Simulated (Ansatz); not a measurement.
The starting structures come from a database of crystals and need not be the phases stable at ambient conditions.

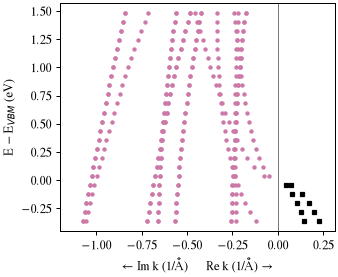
Complex bands at the centre of the two-dimensional zone; r2SCAN (Ansatz, a program for electronic structure)

The gap is the functional's own. No spin-orbit coupling. Mid-gap values are interpolated on the energy grid.

Q: This is BP (P6_3mc, wurtzite, not sure to be the ambient phase, 4 atoms a cell, 11.6 Å³ an atom) along the normal of (111). Read off the slowest decay at the centre of the two-dimensional zone at 0.60 eV, the computed energy nearest the middle of the gap.

A: κ ≈ 0.17 1/Å, a decay length 1/(2κ) of the density of 3.0 Å.
